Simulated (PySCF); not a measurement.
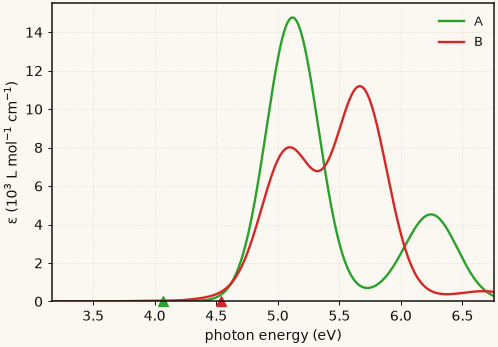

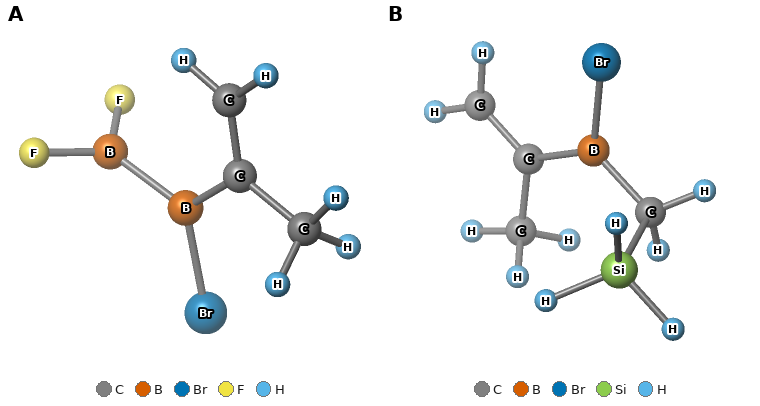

Related molecules: A is C₃H₅B₂BrF₂, SMILES C=C(C)B(Br)B(F)F; B is C₄H₁₀BBrSi, SMILES C=C(C)B(Br)C[SiH3]. Vertical TDDFT absorption, B3LYP/def2-SVPD in PySCF 2.14.0, at a GFN2-xTB geometry (no frequency check); Gaussians of 1/e half-width 0.30 eV, triangles mark S1, and the range ends where the computed states of one molecule run out.

How does the lowest singlet move?

A: 4.06 eV (f = 0.001, mainly HOMO → LUMO (98 %)); B: 4.54 eV (f = 0.004, mainly HOMO−1 → LUMO (98 %)). From A to B it shifts 0.47 eV to the blue; the leading orbital pair differs.

And the brightest state of each within the range drawn?

A: S2 at 5.12 eV, f = 0.27; B: S3 at 5.67 eV, f = 0.20.

Limits of at least one run: core orbitals are frozen in the response; one conformer of a flexible molecule; spin-orbit coupling is left out, and with Br it can shift these levels and split any degenerate set; the tight-binding geometry is rougher than a DFT one and adds to the error.
